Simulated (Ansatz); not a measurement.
Consider Dy2Be3O.

Input file:

```
crystal:
  lattice:
    - [4.8337265829, 0.0, 0.0]
    - [0.0, 4.8337265829, 0.0]
    - [0.0, 0.0, 5.7585615476]
  atoms:
    - { symbol: Dy, position: [0.0, 0.5, 0.0] }
    - { symbol: Dy, position: [0.5, 0.0, 0.0] }
    - { symbol: Be, position: [0.0, 0.5, 0.5] }
    - { symbol: Be, position: [0.5, 0.0, 0.5] }
    - { symbol: Be, position: [0.0, 0.0, 0.0] }
    - { symbol: O, position: [0.5, 0.5, 0.0] }
basis:
  ecutwfc: 630
kpoints:
  mp_grid: { grid: [8, 8, 8] }
hamiltonian:
  xc: pbe
  pseudopotentials:
    kind: paw
    azcp: { Dy: "pseudopotentials/pbe/nc/lanthanide_3plus/Dy.nc.azcp" }
scf:
  occupations: { method: gaussian, width: 0.1 }
output:
  forces: true
  stress: true
  eigenvalues: true
  write_density: true
  write_potential: true
  elf: true
  volumetric_format: npy
relax:
  adjacent_minimum: "off"
  f_tol: 0.01
  max_steps: 80
  cell: { stress_tol: 0.05 }
```

Launched as:

```sh
ansatz run input.yaml --threads 1 --pin off --max-ram 2560MiB --backend cpu --events-out ev --progress --plain --runs-dir out
```

Below, planes, directions and counts refer to the conventional cell (a = 4.84 Å, b = 4.84 Å, c = 5.83 Å, α = 90.00°, β = 90.00°, γ = 90.00°).

The fields are those of the run's last geometry, not of the input's.

Space group P4/mmm; a structure generated by program, which may or may not match a known phase; computed without spin polarisation; no Hubbard U on the f states and no spin–orbit coupling.

The calculation used Ansatz, DFT PBE, scalar-relativistic, plane waves, PAW; 4f electrons in the core of a trivalent norm-conserving potential.

**What can the converged valence pseudo-density and electron localisation function tell about the bonding?**

Dy–O (2.42 Å): ρ at the midpoint is about 0.33 e/Å³; the ELF peaks at about 0.85 in the valence shell of O, 0.7 Å from its nucleus, and drops to about 0.10 between the two atoms; no shared electron pair shows on this line.

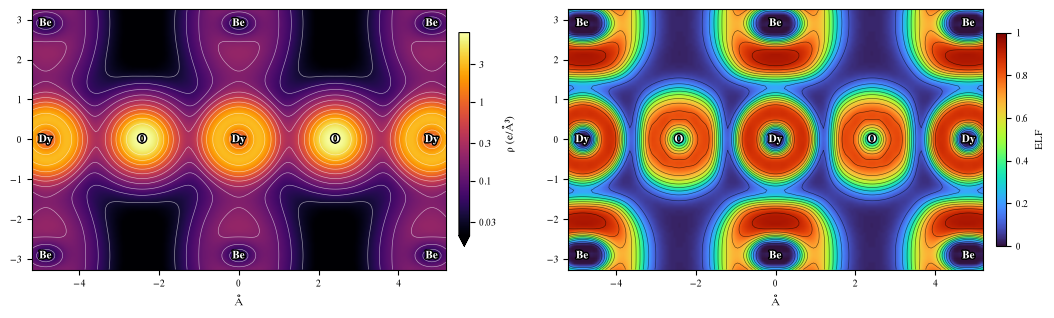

Computed valence pseudo-density and electron localisation function on the (100) plane of the conventional cell, in this order. 
